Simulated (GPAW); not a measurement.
Consider SiO2 (Quartz, P3_121).

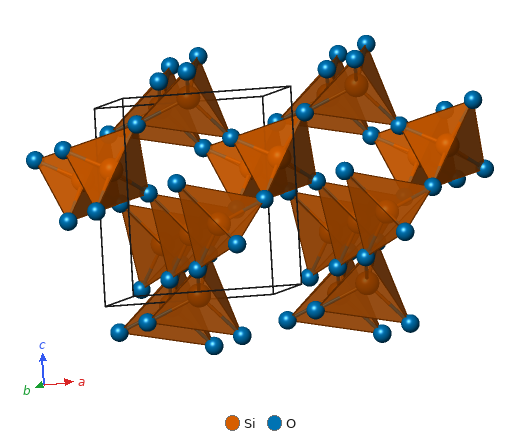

The structure (silicon orange, oxygen blue). 2×2×1 cells are drawn. Some periodic images of atoms are drawn too.

```xyz
9
Lattice="4.9158 0.0000 0.0000 -2.4579 4.2572 0.0000 0.0000 0.0000 5.4091" Properties=species:S:1:pos:R:3 pbc="T T T"
Si    1.1545    1.9996    0.0000
Si   -1.3034    2.2576    3.6061
Si    2.6068    0.0000    1.8030
O     3.5384    1.1409    2.4467
O     2.1585    2.4939    4.2497
O     1.6768    0.6224    0.6437
O    -0.7811    3.6348    2.9624
O     1.0805    3.1163    1.1594
O    -0.2994    1.7633    4.7654
```

Absorber: atom 4, with 2 Si at 1.61 Å (bent, 144°, site symmetry 1). Method: GPAW, PBE, full core hole (charged cell), 9-atom cell with 4.9 Å between holes, 5×5×4 k points, dipole transitions, Gaussian full width 0.9 eV up to 4 eV, rising linearly to 3.5 eV at 25 eV.

Question: What does the O K edge look like?

Main maxima up to 24 eV above the zero (height): 4.6 eV (3.01) and 9.8 eV (0.88). A K edge sees empty p states on the absorber. The total-energy difference plus the lowest empty eigenvalue puts the zero at 542.14 eV. One term is added: -8.91 eV, since the hole is spin-paired here and a spin-polarised one costs that much less in the free atom (computed apart). The photon energy is then 533.23 eV. The functional and the charged cell's background leave an error of a few eV in such absolute values.

The O K spectrum (energy from the lowest empty level; intensity scaled to a mean of 1 over the first 20 eV; polarised curves are means over the symmetry-equivalent atoms):

| E (eV) | isotropic | ε ⊥ c | ε ∥ c |
| --- | --- | --- | --- |
| -2.0 | 0.00 | 0.00 | 0.00 |
| -0.5 | 0.00 | 0.00 | 0.00 |
| 1.0 | 0.17 | 0.20 | 0.11 |
| 2.5 | 0.78 | 0.80 | 0.74 |
| 4.0 | 3.01 | 2.80 | 3.42 |
| 5.5 | 2.42 | 2.39 | 2.47 |
| 7.0 | 1.11 | 1.08 | 1.16 |
| 8.5 | 0.69 | 0.68 | 0.70 |
| 10.0 | 0.88 | 0.82 | 0.99 |
| 11.5 | 0.80 | 0.76 | 0.87 |
| 13.0 | 0.65 | 0.68 | 0.58 |
| 14.5 | 0.59 | 0.64 | 0.47 |
| 16.0 | 0.57 | 0.62 | 0.48 |
| 17.5 | 0.57 | 0.59 | 0.53 |
| 19.0 | 0.65 | 0.66 | 0.61 |
| 20.5 | 0.71 | 0.72 | 0.70 |
| 22.0 | 0.83 | 0.81 | 0.89 |
| 23.5 | 0.94 | 0.88 | 1.06 |
| 25.0 | 0.96 | 0.91 | 1.04 |
| 26.5 | 0.93 | 0.93 | 0.91 |
| 28.0 | 0.88 | 0.91 | 0.83 |
| 29.5 | 0.85 | 0.85 | 0.83 |

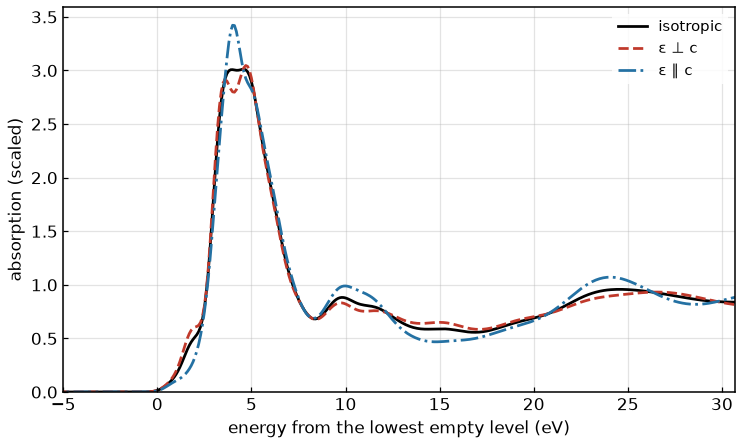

The O K edge.

The holes are only 4.9 Å apart, so the shape is probably not converged with cell size; no larger cell was run here. The mesh is coarse (0.30 Å⁻¹ between points), so small maxima may be mesh ripples. The structure is a published determination, not relaxed.

[Banner, clock and machine lines of the logs are left out without a mark of their own.]

[Logs are printed without paths, hosts, clocks, repeated set-up lines and the standing remarks that a program may print on its own settings, such as how far it seeks lower states.]

[Hosts, paths, dates, database ids (printed as entryN), source tags and the programs' standing remarks are cut or masked in the printed files.]

[Lists of maxima count a maximum above −3 eV only where it reaches 4 % of the highest in the window and stands out from its surroundings by 2 % of it (1.5 % where it reaches 55 %); shoulders and weaker maxima are passed over, and of the rest the first, up to two pre-edge ones and the few strongest are named.]
